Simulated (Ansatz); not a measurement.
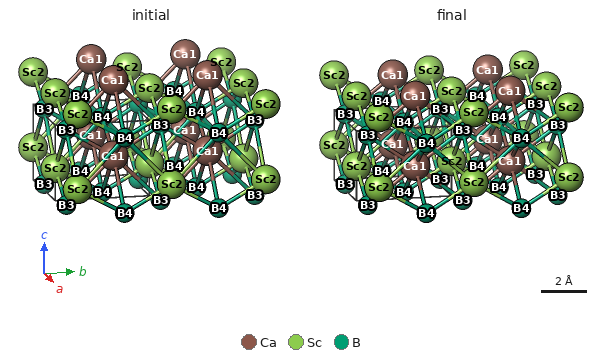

The structure of solid CaScB2 (a generated structure, set up in P4mm) (coarse preliminary run) before (left) and after (right) a relaxation, at one scale.

The picture is a ball-and-stick view of the cell of the calculation, repeated 2 × 2 × 2 with one cell outlined, seen slightly off an axis.

The calculation used DFT PBE, scalar-relativistic, plane waves, PAW (Ansatz).

Input
```yaml
crystal:
  lattice:
    - [4.30804372, 0.0, 0.0]
    - [0.0, 4.30804372, 0.0]
    - [0.0, 0.0, 3.44424822]
  atoms:
    - { symbol: Ca, position: [0.5, 0.5, 0.70423357] }
    - { symbol: Sc, position: [0.0, 0.0, 0.42885476] }
    - { symbol: B, position: [0.5, 0.0, 0.08128949] }
    - { symbol: B, position: [0.0, 0.5, 0.08128949] }
basis:
  ecutwfc: 420
kpoints:
  mp_grid: { grid: [4, 4, 6] }
hamiltonian:
  xc: pbe
scf:
  occupations: { method: gaussian, width: 0.1 }
  lower_state_search: "off"
output:
  forces: true
  stress: true
  eigenvalues: true
relax:
  adjacent_minimum: "off"
  f_tol: 0.04
  max_steps: 70
  cell: { stress_tol: 0.4 }
```

Run as
```bash
ansatz run input.yaml --threads 1 --pin off --max-ram 2048MiB --backend cpu --events-out ev --progress --plain --runs-dir out
```

Question: Summarise the run.

Answer: The atom that moves furthest relative to the cell is Ca1 (0.27 Å along −c). By element the largest moves are Ca 0.27 Å, Sc 0.22 Å, B 0.03 Å. The volume changes by −5.6 %, with a = b 4.308 → 4.349 Å (+0.9 %), c 3.444 → 3.192 Å (−7.3 %). Among the contacts that change: Ca1–B3 3.040 → 2.757 Å, Ca1–Ca1 3.444 → 3.192 Å, Sc2–Sc2 3.444 → 3.192 Å, Sc2–B3 3.113 → 2.882 Å. The space group stays P4mm (No. 99). The energy falls by 58.9 meV per atom in 4 accepted moves (5 points after the start). Largest force component: 1.1 eV/Å at the start, 0.017 eV/Å at the end. The pressure goes from −1.34 to −0.01 GPa. At 1 point the geometry stayed and the basis and grid were re-selected for the new cell (energy shift of 0.2 meV per atom at most each time).
